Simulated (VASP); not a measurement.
Band structure of Se (trig). Calculation: HSE06 screened hybrid, VASP's PBE PAW potentials (set 64) (plane waves; VASP).

Without a dispersion term in the relaxation, distances and binding between the weakly bound layers, chains or molecules are unreliable, and so is what depends on them.

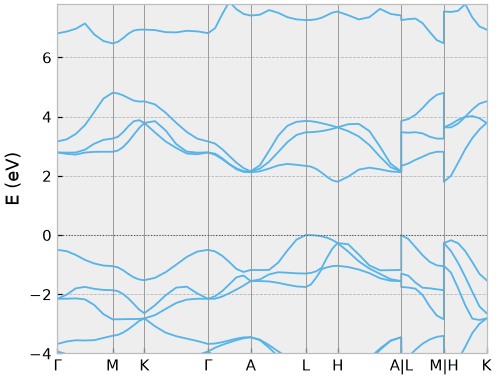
Figure. Bands along high-symmetry lines, zero at the valence-band maximum or, without a gap, the Fermi level

**Question.** Read the plot: is there a gap, and where are the band edges?

**Answer.** The gap is indirect, 1.80 eV, from the valence maximum at L to the conduction minimum at H.

The compound is Se in the trig structure. It was relaxed first, which changed the volume by +9 %. The cell's shape comes from a PBE relaxation.
